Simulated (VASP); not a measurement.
# A VASP study of SrIr2 (LDA): structure first, properties next, part 3 of 6

Aim: relax SrIr2, then compute properties on the relaxed cell. Left out of this account: 1 further run (relaxation: it shows nothing beyond the runs told). The start is a computed cell from the Materials Project.

VASP 6.6.1; LDA; plane waves and PAW (Sr_sv, Ir).

So far. Step 4 (Density, ELF and potential (LDA)): In this run the pressure is 0.00 GPa, small enough to go on. Step 5 (Bands along the symmetry lines (LDA)): There is no gap at this level.

## (6) Density of states (LDA)

Here the states are counted by energy and projected on the atoms. The mesh is finer than in the run before.

The input, INCAR:

```
SYSTEM = SrIr2
PREC = Accurate
ENCUT = 400
EDIFF = 1E-06
NELM = 100
ISMEAR = -5
SIGMA = 0.2
LREAL = .FALSE.
ALGO = Normal
GGA = CA
NBANDS = 44
LASPH = .TRUE.
LORBIT = 11
LWAVE = .FALSE.
LCHARG = .FALSE.
KPAR = 4
NEDOS = 2001
```

The input, POSCAR:

```
SrIr2
1.0
    0.0000000000      3.7999648901      3.7999648901
    3.7999648901      0.0000000000      3.7999648901
    3.7999648901      3.7999648901      0.0000000000
Sr Ir
2 4
Direct
    0.2500000000      0.2500000000      0.2500000000
    0.0000000000      0.0000000000      0.0000000000
    0.6250000000      0.1250000000      0.6250000000
    0.6250000000      0.6250000000      0.1250000000
    0.1250000000      0.6250000000      0.6250000000
    0.6250000000      0.6250000000      0.6250000000
```

The input, KPOINTS:

```
Automatic mesh
0
Gamma
7 7 7
0 0 0
```

Potentials, in the order of the species: Sr_sv and Ir (LDA family, release 64).

Command:

```bash
$ mpirun -np 4 vasp_std
```

The log of the run:

```text
[... set-up lines as in an earlier step ...]
 entering main loop
       N       E                     dE             d eps       ncg     rms          rms(c)
DAV:   1     0.447166217230E+03    0.44717E+03   -0.21347E+04  1760   0.103E+03
DAV:   2    -0.208650446239E+02   -0.46803E+03   -0.43523E+03  1772   0.338E+02
DAV:   3    -0.490351397236E+02   -0.28170E+02   -0.26934E+02  2476   0.821E+01
DAV:   4    -0.507024953669E+02   -0.16674E+01   -0.16502E+01  2920   0.150E+01
DAV:   5    -0.507194881243E+02   -0.16993E-01   -0.16969E-01  2360   0.142E+00    0.624E+01
DAV:   6    -0.473128912596E+02    0.34066E+01   -0.13995E+01  2408   0.239E+01    0.150E+01
DAV:   7    -0.469161839556E+02    0.39671E+00   -0.13954E+00  2368   0.810E+00    0.123E+01
DAV:   8    -0.468263196237E+02    0.89864E-01   -0.15133E-01  2348   0.194E+00    0.379E+00
DAV:   9    -0.468195036619E+02    0.68160E-02   -0.24051E-02  2732   0.954E-01    0.485E-01
DAV:  10    -0.468191488867E+02    0.35478E-03   -0.18841E-03  2364   0.251E-01    0.221E-01
DAV:  11    -0.468191592478E+02   -0.10361E-04   -0.13483E-04  2228   0.684E-02    0.131E-01
DAV:  12    -0.468191498900E+02    0.93578E-05   -0.21911E-05  2608   0.314E-02    0.227E-02
DAV:  13    -0.468191495239E+02    0.36617E-06   -0.98997E-07  1336   0.597E-03
   1 F= -.46819150E+02 E0= -.46819150E+02  d E =0.000000E+00
 -----------------------------------------------------------------------------
|                                                                             |
|           W    W    AA    RRRRR   N    N  II  N    N   GGGG   !!!           |
|           W    W   A  A   R    R  NN   N  II  NN   N  G    G  !!!           |
|           W    W  A    A  R    R  N N  N  II  N N  N  G       !!!           |
|           W WW W  AAAAAA  RRRRR   N  N N  II  N  N N  G  GGG   !            |
|           WW  WW  A    A  R   R   N   NN  II  N   NN  G    G                |
|           W    W  A    A  R    R  N    N  II  N    N   GGGG   !!!           |
|                                                                             |
|     Tetrahedron method does not include variations of the Fermi             |
|     occupations, so forces and stress will be inaccurate. We suggest        |
|     using a different smearing scheme ISMEAR = 1 or 2 for metals in         |
|     relaxations.                                                            |
|                                                                             |
 -----------------------------------------------------------------------------
```

Run time: 22 s. Hardware: 4 MPI ranks of AMD EPYC 7R43, shared host; peak memory 0.7 GiB.

OUTCAR, selected parts (step 6):

```text
   k-points           NKPTS =     20   k-points in BZ     NKDIM =     20   number of bands    NBANDS=     44

   NELECT =      56.0000    total number of electrons

 E-fermi :   6.2912

 k-point     1 :       0.0000    0.0000    0.0000
  band No.  band energies     occupation
    ...
     22       6.0040      2.00000
     23       6.0040      2.00000
     24       6.0040      2.00000
     25       6.0779      2.00000
     26       6.0779      2.00000
     27       7.0796      0.00000
     28       7.0796      0.00000
     29       7.6399      0.00000
     30       7.7255      0.00000
     31       7.7255      0.00000
    ...

  Total       -0.0608540     -0.0608540     -0.0608540      0.0000000      0.0000000      0.0000000
  in kB       -0.8884465     -0.8884465     -0.8884465      0.0000000      0.0000000      0.0000000
  external PRESSURE =      -0.8884465 kB  Pullay stress =       0.0000000 kB

 POSITION                                       TOTAL-FORCE (eV/Angst)
 -----------------------------------------------------------------------------------
      1.89998      1.89998      1.89998         0.000000      0.000000      0.000000
      0.00000      0.00000      0.00000        -0.000000     -0.000000     -0.000000
      2.84997      4.74996      2.84997         0.000000     -0.000000      0.000000
      2.84997      2.84997      4.74996         0.000000     -0.000000      0.000000
      4.74996      2.84997      2.84997         0.000000     -0.000000      0.000000
      4.74996      4.74996      4.74996         0.000000     -0.000000      0.000000
 -----------------------------------------------------------------------------------
    total drift:                                0.000000      0.000000      0.000000

  FREE ENERGIE OF THE ION-ELECTRON SYSTEM (eV)
  ---------------------------------------------------
  free  energy   TOTEN  =       -46.8191495239 eV

  energy  without entropy=      -46.8191495239  energy(sigma->0) =      -46.81914952

[... 7 parts as in an earlier step ...]

[... 9 further parts left out ...]
```

With tetrahedra the forces and stress of a metal are not exact derivatives of the energy.

This step gave:

```yaml
irreducible_k_points: 20
free_energy_toten: -46.82 eV
fermi_energy: 6.291 eV
pressure: -0.08884 GPa
dos_at_the_fermi_level: 9.163 states/eV/cell
```

The density of states has structure finer than the step of the table below, so its rows give means over 1 eV, whole bins alone (the curve runs from -12.0 to 2.36 eV). Peaks (eV: height): total -3.8: 12.4, -3.4: 12.6, -3.0: 12.5, -0.6: 14.2; Ir d -3.8: 8.88, -3.4: 9.50, -3.0: 8.94, -0.5: 12.0; Ir p -2.2: 0.821, -1.7: 0.633, 1.4: 1.33, 2.2: 0.919; Ir s -7.0: 0.67, -5.1: 1.06, -4.1: 0.802, -3.8: 0.778; Sr d -3.0: 0.279, -2.1: 0.293, 1.4: 0.403, 2.2: 0.424.

States under -12.0 eV and over 2.4 eV are left out. Table of density of states by energy, zero at the Fermi level; means over each step; values in states/eV/cell:

```
energy (eV)  total    Ir d     Ir p    Ir s     Sr d     Sr p     Sr s
         -9      0       0        0       0        0        0        0
         -8  0.297  0.0944  0.00915   0.155   1.5e-4  0.00297  0.00284
         -7   1.16   0.433   0.0740   0.523  0.00380   0.0188  0.00356
         -6  0.624   0.241   0.0537   0.252  0.00490  0.00961   5.9e-4
         -5   3.99    2.51    0.158   0.696   0.0535   0.0265   0.0232
         -4   6.76    4.84    0.275   0.450   0.0813   0.0746   0.0685
         -3   8.32    6.05    0.396   0.309    0.169    0.135   0.0378
         -2   7.47    5.10    0.546   0.303    0.191    0.126   0.0296
         -1   7.87    5.94    0.415   0.226    0.181    0.104   0.0124
          0   5.45    4.62    0.264  0.0425   0.0779   0.0156  0.00181
          1   3.38    1.94    0.557  0.0523    0.169   0.0362   0.0386
```

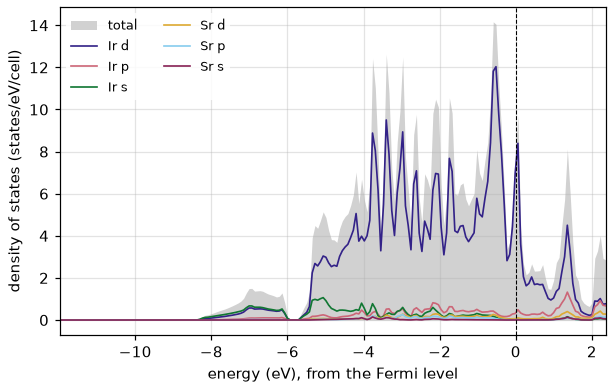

Density of states against energy.

The finer mesh and the other smearing move the Fermi level by +0.02 eV from the 5×5×5 run, a small shift, which tests the Fermi level alone. Of the states within 0.3 eV of the Fermi level, the largest shares in the PAW spheres are Ir d 84 % and Ir p 6 %. The rest lies in smaller channels or between the spheres.

[end of part 3 of 6]

[Lines on the potential files, build, host, timing and source positions are cut from VASP's logs without a mark.]

[Logs are printed without paths, hosts, clocks, repeated set-up lines and the standing remarks that a program may print on its own settings, such as how far it seeks lower states.]

[Hosts, paths, dates, database ids (printed as entryN), source tags and the programs' standing remarks are cut or masked in the printed files.]

[A measured line is paired with the nearest computed mode of its activity, which favours agreement.]
